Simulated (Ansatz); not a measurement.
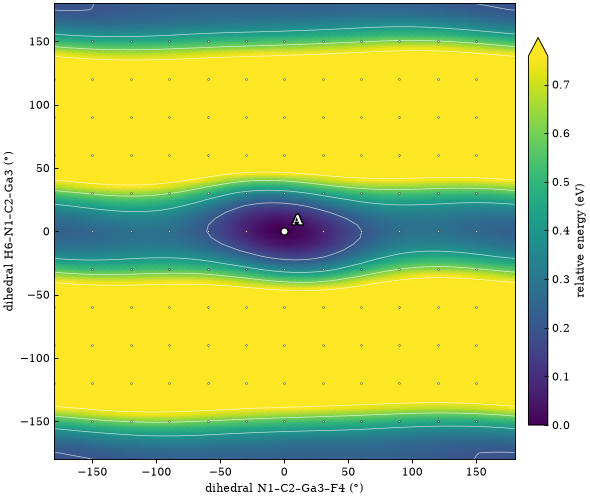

CH2F2GaN, SMILES N=[CH][Ga]([F])[F]. First axis: dihedral N1–C2–Ga3–F4. Second axis: dihedral H6–N1–C2–Ga3. Nothing is relaxed (all other coordinates rigid). The grid has 12 × 12 points; 102 points were computed and 42 follow by symmetry. Energies: eV, counted from the lowest grid point. The dihedral twists a double bond; near 90° a spin-restricted reference is unreliable. All numbers below come from RKS SPW92 (LDA)/def2-TZVP in Ansatz.

The picture shows a smooth colour map with a few white contour lines, dots at the grid points, one colour for all values above the top of the scale, the well A. Between grid points the surface is interpolated.

Q: Where is the minimum, and how stiff is the well along each coordinate? Take the well at A.

A: The interpolated minimum is at dihedral N1–C2–Ga3–F4 ≈ 0°, dihedral H6–N1–C2–Ga3 ≈ 0°. The curvatures there are about 0.63 eV/rad² and 2.7 eV/rad², with a cross term of about 0.22 eV/rad². Round the minimum the valley is somewhat tilted: raising dihedral N1–C2–Ga3–F4 shifts the best value of dihedral H6–N1–C2–Ga3 downwards (coupling k₁₂/√(k₁₁k₂₂) about 0.2).
